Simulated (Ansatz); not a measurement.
# ZrH+ (triplet): from Hartree-Fock to the top rungs, def2-TZVPP

Aim: climb from Hartree-Fock through coupled cluster for ZrH+ (triplet) at one geometry and basis, and see what each rung misses.

Computed with Ansatz 0.2.0, Gaussian basis. Level: def2-TZVPP, core rule «outside noble gas», up to 4 orbitals frozen.

Plan: UHF; CCSD(T) on ROHF; CCSD(T) on UHF; CCSDT(Q) on ROHF; CCSDT(Q) on UHF; Full CI.

16 further runs of the same task are left out: 10 for a known fault of the program, 1 that didn't finish, 5 set aside as unsound or not needed.

## 1. The system

The geometry is a PBE0/def2-TZVP stationary point (not a proven minimum) of the parent state, kept for this charge and spin. No spin-orbit coupling is included. Elements past krypton take def2 core potentials.

2 atoms, charge 1, spin multiplicity 3.

Atoms are counted from 1 here; the program's logs count them from 0.

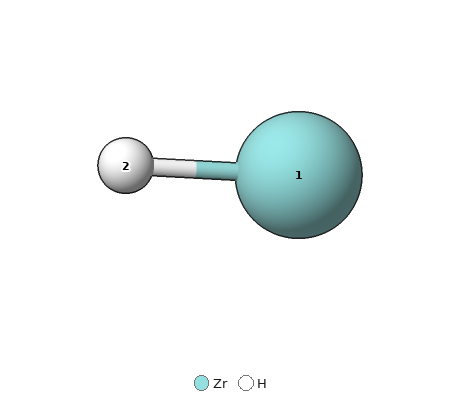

The structure; zirconium light teal, hydrogen white; atoms are numbered from 1 in the order of the file.

In the tables R marks a restricted open-shell determinant and U an unrestricted one; energies count from the table's Hartree-Fock row.

## 2. UHF

in.yaml reads:

```yaml
crystal:
  periodic: [false, false, false]
  atoms:
    - {symbol: Zr, position_ang: [0.000000, 0.000000, 0.000000]}
    - {symbol: H, position_ang: [0.000000, 0.000000, 1.858985]}
basis:
  gaussian: {orbitals: def2-TZVPP}
total_charge: 1
magnetization: {spin_polarized: true, initial_magnetization: 2}
hamiltonian: {xc: hf}
output: {orbitals: {seedname: orbitals}}
```

Run with:

```
ansatz run in.yaml --threads 1 --pin off --events-out ev --progress --plain --max-ram 2560MiB --backend cpu
```

What it wrote:

```text
Functional definition: HF
  name "HF"
  cite "Fock, Z. Phys. 61, 126 (1930) doi:10.1007/BF01340294"
  parent pbe
  exchange = exact_x
  correlation = 0
505 factors; their error is unknown
mean field evaluation 1: about -1271.2074 eV, gradient 1.3e1 eV
mean field evaluation 2: about -1272.5232 eV, gradient 5.5e0 eV
mean field evaluation 4: about -1272.8229 eV, gradient 1.1e0 eV
mean field evaluation 8: about -1273.0382 eV, gradient 8.6e-1 eV
mean field evaluation 16: about -1273.5872 eV, gradient 2.5e-1 eV
mean field evaluation 32: about -1273.6444 eV, gradient 1.2e-2 eV
mean field evaluation 64: about -1273.5322 eV, gradient 2.7e0 eV
mean field evaluation 96: about -1273.4556 eV, gradient 7.8e-1 eV
mean field evaluation 128: about -1273.5848 eV, gradient 3.4e-1 eV
mean field evaluation 160: about -1272.1618 eV, gradient 2.7e0 eV
mean field evaluation 192: about -1273.5537 eV, gradient 1.4e0 eV
mean field evaluation 224: about -1272.8384 eV, gradient 3.5e-4 eV
mean field evaluation 256: about -1273.3643 eV, gradient 6.9e0 eV
mean field -1273.67639240 eV, -46.8067440918 hartree, gradient 2.9e-6 eV, S^2 2.028613; 12 other end points of the search recorded, 0 dependent functions left out
reference -1273.67639240 eV, -46.8067440918 hartree; 7, 5 occupied and 63, 65 virtual orbitals, 505 factors
Total energy: -1273.67639240 eV, -46.8067440918 hartree
```

It took 2.5 s on 1 thread of AMD EPYC 7R13, shared host.

From the report: ⟨S²⟩ of the determinant 2.029 (pure triplet: 2.00).

## 3. CCSD(T) on ROHF

in.yaml reads:

```yaml
crystal:
  periodic: [false, false, false]
  atoms:
    - {symbol: Zr, position_ang: [0.000000, 0.000000, 0.000000]}
    - {symbol: H, position_ang: [0.000000, 0.000000, 1.858985]}
basis:
  gaussian: {orbitals: def2-TZVPP}
total_charge: 1
magnetization: {spin_polarized: false, initial_magnetization: 2}
correlation: {method: ccsd_t, electrons: outside_noble_gas}
output: {forces: true}
```

Same command.

What it wrote, cut to the lines that bear on the results:

```text
Functional definition: HF
  name "HF"
  cite "Fock, Z. Phys. 61, 126 (1930) doi:10.1007/BF01340294"
  parent pbe
[...]
446 factors; integrals over basis functions are off by at most 1.3e-3 eV
[...]
mean field -1273.52918767 eV, -46.8013344178 hartree, gradient 1.5e-6 eV, S^2 2.000000; 30 other end points of the search recorded, 0 dependent functions left out
[...]
determinant -1273.52918767 eV, -46.8013344178 hartree, with singles and doubles -1275.07259975 eV, -46.8580537657 hartree
determinant -1273.49809196 eV, -46.8001916713 hartree, with singles and doubles -1275.01759245 eV, -46.8560322847 hartree
determinant -1273.44277915 eV, -46.7981589633 hartree, with singles and doubles -1274.98503448 eV, -46.8548358012 hartree
determinant -1273.32913189 eV, -46.7939825033 hartree, with singles and doubles -1274.94221424 eV, -46.8532621866 hartree
[...]
determinant -1270.88330112 eV, -46.7040998805 hartree, with singles and doubles -1272.30728168 eV, -46.7564302010 hartree
4 core orbitals not correlated: weight in the atoms' cores, before any rotation towards them, 0.999 or more for the frozen orbitals, at most 0.000 for the correlated occupied ones
reference -1273.52918767 eV, -46.8013344178 hartree; 3, 1 occupied and 63, 65 virtual orbitals, 446 factors
second order -1.16941152 eV of doubles, -0.01186892 eV of singles
cycle   1  -1.50833535 eV  change    4.1e-8 eV  update   4.3e-6
[...]
cycle  10  -1.50833480 eV  change    4.8e-9 eV  update   4.6e-8
perturbative correction -0.02912089 eV, -0.0010701730 hartree
[...]
Total energy: -1275.06664336 eV, -46.8578348724 hartree
Atom 0 at     0.000000     0.000000     0.000000 Å, force     0.000000     0.000000     0.348536 eV/Å
Atom 1 at     0.000000     0.000000     1.858985 Å, force    -0.000000    -0.000000    -0.348536 eV/Å
Dipole moment:     0.000000    -0.000000    -0.709904 e Å
```

Run time: 30 s. Hardware: 1 thread of AMD EPYC 7R13, shared host; peak memory 0.45 GiB.

From the report: correlation -1.5375 eV; T1 0.026; largest double amplitude 0.04.

## 4. CCSD(T) on UHF

in.yaml, as its differences from that of step 3:

```diff
@@ -8,3 +8,3 @@
 total_charge: 1
-magnetization: {spin_polarized: false, initial_magnetization: 2}
+magnetization: {spin_polarized: true, initial_magnetization: 2}
 correlation: {method: ccsd_t, electrons: outside_noble_gas}
```

Same command.

What it wrote, cut to the lines that bear on the results:

```text
Functional definition: HF
  name "HF"
  cite "Fock, Z. Phys. 61, 126 (1930) doi:10.1007/BF01340294"
  parent pbe
[...]
446 factors; integrals over basis functions are off by at most 1.3e-3 eV
[...]
mean field -1273.67646279 eV, -46.8067466785 hartree, gradient 1.4e-6 eV, S^2 2.028613; 36 other end points of the search recorded, 0 dependent functions left out
determinant -1273.67646279 eV, -46.8067466785 hartree, with singles and doubles -1275.16990279 eV, -46.8616295865 hartree
determinant -1273.63835672 eV, -46.8053463065 hartree, with singles and doubles -1275.13148783 eV, -46.8602178625 hartree
determinant -1273.58771812 eV, -46.8034853723 hartree, with singles and doubles -1275.09904520 eV, -46.8590256180 hartree
determinant -1273.46292237 eV, -46.7988992129 hartree, with singles and doubles -1275.03990050 eV, -46.8568520903 hartree
[...]
determinant -1273.11403517 eV, -46.7860778447 hartree, with singles and doubles -1274.77804604 eV, -46.8472291163 hartree
4 core orbitals not correlated: weight in the atoms' cores, before any rotation towards them, 0.999 or more for the frozen orbitals, at most 0.000 for the correlated occupied ones
reference -1273.67646279 eV, -46.8067466785 hartree; 3, 1 occupied and 63, 65 virtual orbitals, 446 factors
second order -1.12770694 eV of doubles, -0.00000000 eV of singles
cycle   1  -1.45608756 eV  change    5.6e-7 eV  update   6.4e-6
[...]
cycle  19  -1.45608780 eV  change    2.4e-8 eV  update   5.1e-8
perturbative correction -0.02821085 eV, -0.0010367296 hartree
[...]
Total energy: -1275.16076144 eV, -46.8612936479 hartree
Atom 0 at     0.000000     0.000000     0.000000 Å, force    -0.000000     0.000000     0.332280 eV/Å
Atom 1 at     0.000000     0.000000     1.858985 Å, force     0.000000    -0.000000    -0.332280 eV/Å
Dipole moment:    -0.000000     0.000000    -0.718330 e Å
```

It took 29 s on 1 thread of AMD EPYC 7R13, shared host; peak memory 0.34 GiB.

From the report: ⟨S²⟩ of the determinant 2.029 (pure triplet: 2.00); correlation -1.4843 eV; T1 0.025; largest double amplitude 0.04.

## 5. CCSDT(Q) on ROHF

in.yaml reads:

```yaml
crystal:
  periodic: [false, false, false]
  atoms:
    - {symbol: Zr, position_ang: [0.000000, 0.000000, 0.000000]}
    - {symbol: H, position_ang: [0.000000, 0.000000, 1.858985]}
basis:
  gaussian: {orbitals: def2-TZVPP}
total_charge: 1
magnetization: {spin_polarized: false, initial_magnetization: 2}
correlation: {method: ccsdt_q, electrons: outside_noble_gas}
```

Launched as before.

What it wrote, cut to the lines that bear on the results:

```text
Functional definition: HF
  name "HF"
  cite "Fock, Z. Phys. 61, 126 (1930) doi:10.1007/BF01340294"
  parent pbe
[...]
842 factors; integrals over basis functions are off by at most 1.5e-7 eV
[...]
mean field -1273.52918811 eV, -46.8013344339 hartree, gradient 1.6e-6 eV, S^2 2.000000; 32 other end points of the search recorded, 0 dependent functions left out
[...]
determinant -1273.52918811 eV, -46.8013344339 hartree, with singles and doubles -1275.07260384 eV, -46.8580539159 hartree
determinant -1273.49809259 eV, -46.8001916948 hartree, with singles and doubles -1275.01759703 eV, -46.8560324530 hartree
determinant -1273.44277954 eV, -46.7981589774 hartree, with singles and doubles -1274.98503911 eV, -46.8548359714 hartree
determinant -1273.32913276 eV, -46.7939825356 hartree, with singles and doubles -1274.94223821 eV, -46.8532630672 hartree
[...]
determinant -1272.96990647 eV, -46.7807812128 hartree, with singles and doubles -1274.75879175 eV, -46.8465215344 hartree
determinant -1272.72497337 eV, -46.7717800873 hartree, with singles and doubles -1274.42912648 eV, -46.8344065592 hartree
determinant -1271.61431491 eV, -46.7309641418 hartree, with singles and doubles -1272.97310351 eV, -46.7808987017 hartree
determinant -1270.88330400 eV, -46.7040999863 hartree, with singles and doubles -1272.30728696 eV, -46.7564303950 hartree
4 core orbitals not correlated: weight in the atoms' cores, before any rotation towards them, 0.999 or more for the frozen orbitals, at most 0.000 for the correlated occupied ones
reference -1273.52918811 eV, -46.8013344339 hartree; 3, 1 occupied and 63, 65 virtual orbitals, 842 factors
second order -1.16941653 eV of doubles, -0.01186893 eV of singles
cycle   1  -1.38832977 eV  change   -2.1e-1 eV  update   4.9e-2
[...]
cycle  20  -1.54644127 eV  change    2.3e-7 eV  update   3.7e-7
perturbative correction -0.00029961 eV, -0.0000110105 hartree
Total energy: -1275.07592899 eV, -46.8581761130 hartree
```

Run time: 52 s. Hardware: 1 thread of AMD EPYC 7R13, shared host; peak memory 0.52 GiB.

From the report: correlation -1.5467 eV; T1 0.025; largest double amplitude 0.04.

## 6. CCSDT(Q) on UHF

in.yaml, as its differences from that of step 5:

```diff
@@ -8,3 +8,3 @@
 total_charge: 1
-magnetization: {spin_polarized: false, initial_magnetization: 2}
+magnetization: {spin_polarized: true, initial_magnetization: 2}
 correlation: {method: ccsdt_q, electrons: outside_noble_gas}
```

The command is unchanged.

What it wrote, cut to the lines that bear on the results:

```text
Functional definition: HF
  name "HF"
  cite "Fock, Z. Phys. 61, 126 (1930) doi:10.1007/BF01340294"
  parent pbe
[...]
842 factors; integrals over basis functions are off by at most 1.5e-7 eV
[...]
mean field -1273.67646330 eV, -46.8067466974 hartree, gradient 2.0e-6 eV, S^2 2.028613; 38 other end points of the search recorded, 0 dependent functions left out
determinant -1273.67646330 eV, -46.8067466974 hartree, with singles and doubles -1275.16983887 eV, -46.8616272374 hartree
determinant -1273.63835740 eV, -46.8053463315 hartree, with singles and doubles -1275.13150863 eV, -46.8602186268 hartree
determinant -1273.58771854 eV, -46.8034853874 hartree, with singles and doubles -1275.09913977 eV, -46.8590290933 hartree
determinant -1273.46292332 eV, -46.7988992477 hartree, with singles and doubles -1275.03984125 eV, -46.8568499128 hartree
[...]
determinant -1273.58771854 eV, -46.8034853874 hartree, with singles and doubles -1275.06576670 eV, -46.8578026558 hartree
determinant -1273.46292332 eV, -46.7988992477 hartree, with singles and doubles -1275.01803746 eV, -46.8560486385 hartree
determinant -1273.11480284 eV, -46.7861060562 hartree, with singles and doubles -1274.81573078 eV, -46.8486140050 hartree
determinant -1273.11403764 eV, -46.7860779358 hartree, with singles and doubles -1274.77803410 eV, -46.8472286775 hartree
4 core orbitals not correlated: weight in the atoms' cores, before any rotation towards them, 0.999 or more for the frozen orbitals, at most 0.000 for the correlated occupied ones
reference -1273.67646330 eV, -46.8067466974 hartree; 3, 1 occupied and 63, 65 virtual orbitals, 842 factors
second order -1.12771173 eV of doubles, -0.00000000 eV of singles
cycle   1  -1.32803574 eV  change   -2.0e-1 eV  update   4.7e-2
[...]
cycle  20  -1.49379151 eV  change    2.7e-7 eV  update   2.5e-7
perturbative correction -0.00031832 eV, -0.0000116979 hartree
Total energy: -1275.17057312 eV, -46.8616542206 hartree
```

Wall time 53 s (1 thread of AMD EPYC 7R13, shared host); peak memory 0.51 GiB.

From the report: ⟨S²⟩ of the determinant 2.029 (pure triplet: 2.00); correlation -1.4941 eV; T1 0.026; largest double amplitude 0.04.

## 7. Full CI

in.yaml, as its differences from that of step 6:

```diff
@@ -8,3 +8,3 @@
 total_charge: 1
-magnetization: {spin_polarized: true, initial_magnetization: 2}
-correlation: {method: ccsdt_q, electrons: outside_noble_gas}
+magnetization: {spin_polarized: false, initial_magnetization: 2}
+correlation: {method: fci, electrons: outside_noble_gas}
```

Same command.

What it wrote, cut to the lines that bear on the results:

```text
Functional definition: HF
  name "HF"
  cite "Fock, Z. Phys. 61, 126 (1930) doi:10.1007/BF01340294"
  parent pbe
[...]
842 factors; integrals over basis functions are off by at most 1.5e-7 eV
[...]
mean field -1273.52918811 eV, -46.8013344339 hartree, gradient 1.6e-6 eV, S^2 2.000000; 30 other end points of the search recorded, 0 dependent functions left out
[...]
determinant -1273.52918811 eV, -46.8013344339 hartree, with singles and doubles -1275.06776013 eV, -46.8578759127 hartree
determinant -1273.44277954 eV, -46.7981589774 hartree, with singles and doubles -1274.97732778 eV, -46.8545525851 hartree
determinant -1272.96990647 eV, -46.7807812128 hartree, with singles and doubles -1274.64944735 eV, -46.8425032016 hartree
determinant -1273.52918811 eV, -46.8013344339 hartree, with singles and doubles -1275.03685587 eV, -46.8567402023 hartree
determinant -1273.44277954 eV, -46.7981589774 hartree, with singles and doubles -1274.95738668 eV, -46.8538197635 hartree
determinant -1272.96990647 eV, -46.7807812128 hartree, with singles and doubles -1274.75856097 eV, -46.8465130532 hartree
4 core orbitals not correlated: weight in the atoms' cores, before any rotation towards them, 0.999 or more for the frozen orbitals, at most 0.000 for the correlated occupied ones
reference -1273.52918811 eV, -46.8013344339 hartree; 3, 1 occupied and 63, 65 virtual orbitals, 842 factors
state -1275.07534726 eV, -46.8581547347 hartree
Total energy: -1275.07534726 eV, -46.8581547347 hartree
```

Run time: 25 s. Hardware: 1 thread of AMD EPYC 7R13, shared host; peak memory 0.36 GiB.

From the report: 1,164,257 determinants, symmetry A1.

## 8. How many determinants matter

Natural occupations of the FCI state about the gap (report; correlated orbitals 1 to 10): 1.927, 0.989, 0.989, 0.042, 0.011, 0.011, 0.006, 0.003, 0.003, 0.003. The count of effectively unpaired electrons, Σ n²(2 − n)², is 2.03; a single determinant of this spin has 2.

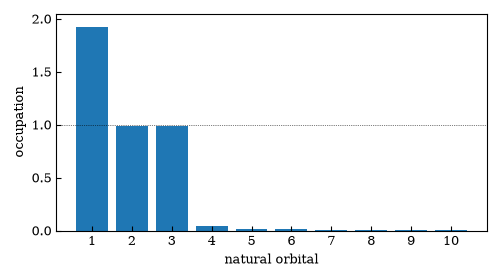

Natural occupations of the FCI state.

## 9. Misses and costs

The yardstick is full CI for this spin, exact in this basis with these frozen cores. Rows without a time come out of other runs: HF, MP2 and CCSD of CCSD(T), CCSDT of CCSDT(Q). The times of RCCSD(T), UCCSD(T) include forces.

Differences are taken before rounding.

```
   method  energy from the lowest RHF (meV)  from FCI (meV)  time
      RHF                               0.0         +1546.2      
      UHF                            -147.3         +1398.9      
     RMP2                           -1181.3          +364.9      
     UMP2                           -1275.0          +271.2      
    RCCSD                           -1508.3           +37.8      
    UCCSD                           -1603.4           -57.2      
 RCCSD(T)                           -1537.5            +8.7  30 s
 UCCSD(T)                           -1631.6           -85.4  29 s
   RCCSDT                           -1546.4            -0.3      
   UCCSDT                           -1641.1           -94.9      
RCCSDT(Q)                           -1546.7            -0.6  52 s
UCCSDT(Q)                           -1641.4           -95.2  53 s
      FCI                           -1546.2               0  25 s
```

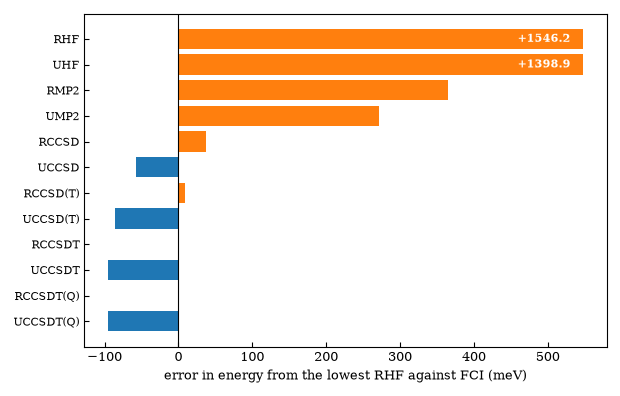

Deviations from FCI, method by method. Bars with a number in them are cut short.

## 10. What came out

| quantity | value |
| --- | --- |
| FCI below the RHF energy | -1.5462 eV |
| RMP2 from FCI | +364.9 meV |
| UMP2 from FCI | +271.2 meV |
| RCCSD from FCI | +37.8 meV |
| RCCSD(T) from FCI | +8.7 meV |
| UCCSD(T) from FCI | -85.4 meV |
| RCCSDT(Q) from FCI | -0.6 meV |
| UCCSDT(Q) from FCI | -95.2 meV |
| levels within 1 kcal/mol (43 meV) | RCCSD, RCCSD(T), RCCSDT, RCCSDT(Q) |
| T1 diagnostic | 0.026 |
| effectively unpaired electrons | 2.03 |

What this shows: RCCSD(T) misses by +8.7 meV, 0.6 % of the correlation energy. CCSD(T) misses by +8.7 meV on the restricted determinant and by -85.4 meV on the unrestricted one; the two need not hold the same state or core. UCCSD, UCCSD(T), UCCSDT, UCCSDT(Q) fall below full CI: unrestricted runs freeze a spin-polarised core, another one than full CI's, and coupled cluster isn't variational. One determinant dominates. These misses are within one basis, not against nature; the frozen cores of restricted and unrestricted runs differ, which can shift their rows.
